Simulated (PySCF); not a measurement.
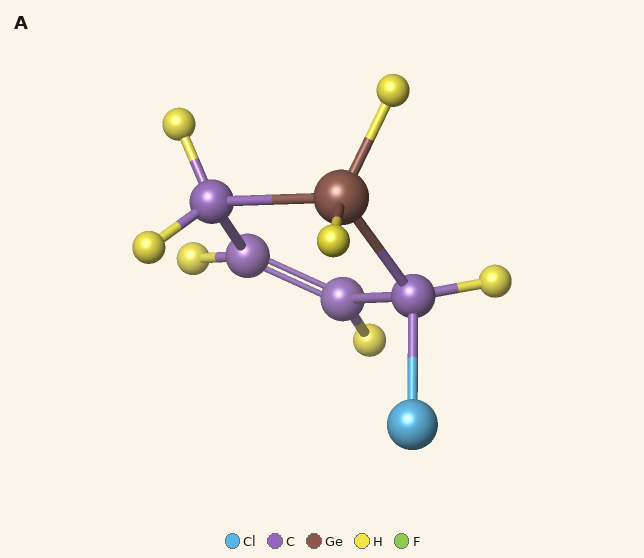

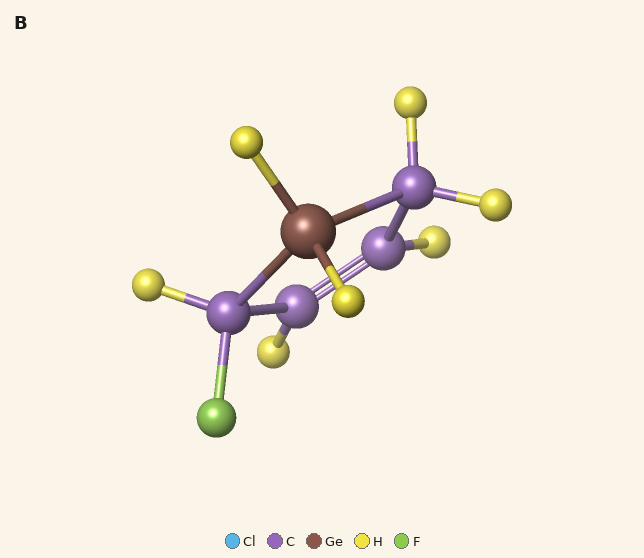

Two related species, optimised with GFN2-xTB; properties computed with PySCF 2.14.0. Both: charge 0, singlet.

Question: What are A and B?

Answer: A is C4H7ClGe, B is C4H7FGe.

Compare them. With CAM-B3LYP/def2-SVPD: dipole moment (D), HOMO–LUMO gap (eV), HOMO energy (Kohn–Sham orbital) (eV), lowest vertical singlet excitation (eV), mean static polarisability (bohr³). With GFN2-xTB: mean Ge–C length (Å), mean Ge–H length (Å).

```json
{"quantity": "dipole moment (D)", "A": "2.25", "B": "2.30"}
{"quantity": "HOMO–LUMO gap (eV)", "A": "9.46", "B": "9.91"}
{"quantity": "HOMO energy (Kohn–Sham orbital) (eV)", "A": "−8.80", "B": "−8.89"}
{"quantity": "lowest vertical singlet excitation (eV)", "A": "6.04", "B": "6.55"}
{"quantity": "mean static polarisability (bohr³)", "A": "87.1", "B": "74.1"}
{"quantity": "mean Ge–C length (Å)", "A": "1.988", "B": "1.992"}
{"quantity": "mean Ge–H length (Å)", "A": "1.503", "B": "1.501"}
```

Each is one conformer, and no frequency run is at hand to confirm it as a minimum.

The geometry is semi-empirical. Around Ge such bond lengths and angles can be off by a tenth of an ångström or more and by several degrees, and values that hang on the shape move with them.
